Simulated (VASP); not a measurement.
Band structure of SiW (relaxed from the rocksalt structure, space group Fm-3m). Calculation: r2SCAN meta-GGA, VASP's PBE PAW potentials (set 64) (plane waves; VASP).

Unless said otherwise, spin-orbit coupling is left out, though it shifts the bands of the heavy elements here.

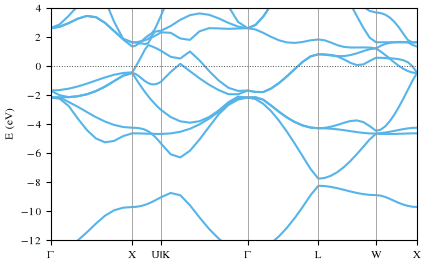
*Bands along high-symmetry lines, zero at the valence-band maximum or, without a gap, the Fermi level*

**Question.** Read the plot: is there a gap, and where are the band edges?

**Answer.** It has no gap at this level: it comes out as a metal or semimetal.

The structure was generated: SiW was put into the rocksalt type (Fm-3m), which need not be its known phase. It was relaxed first, which changed the volume by -23 %.
